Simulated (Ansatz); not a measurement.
```tsv
atom	x (Å)	y (Å)	z (Å)
C	-0.0838	1.1438	-0.9372
B	-0.2511	-0.2498	-0.2489
Si	0.6515	-0.6717	1.5120
S	-1.2269	-1.5694	-0.9263
H	0.9784	1.3520	-1.1096
H	-0.4263	1.9363	-0.2616
H	-0.6131	1.2513	-1.8871
H	0.3681	-2.0473	2.0048
H	0.2071	0.2967	2.5557
H	2.1292	-0.5229	1.3736
H	-1.6678	-0.9762	-2.0548
```

Geometry: PBE0-D4/def2-TZVP.

Theory: RKS PBE0-D4/def2-TZVPP (Ansatz 0.2.0).

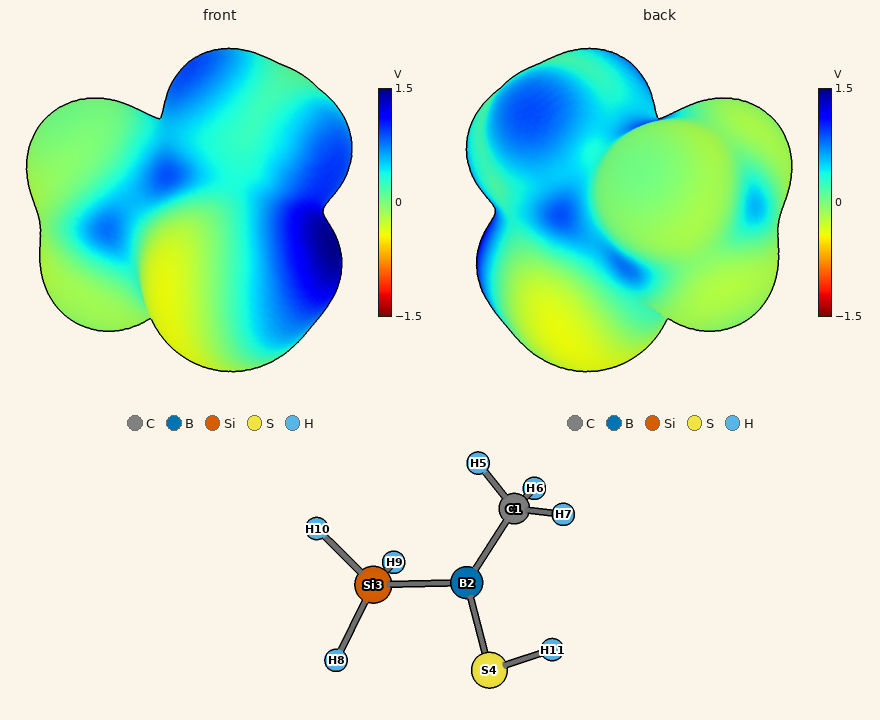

CH7BSSi (SMILES CB([SiH3])S). The molecular electrostatic potential painted on the density surface at 0.002 e/bohr³, seen from the front and from behind; red is negative and blue positive. The bare structure is drawn below in the same view.

### Where is the surface potential most negative and most positive?

The most negative region (about −0.4 V) lies over S4, the most positive (about +1.4 V) over H11.
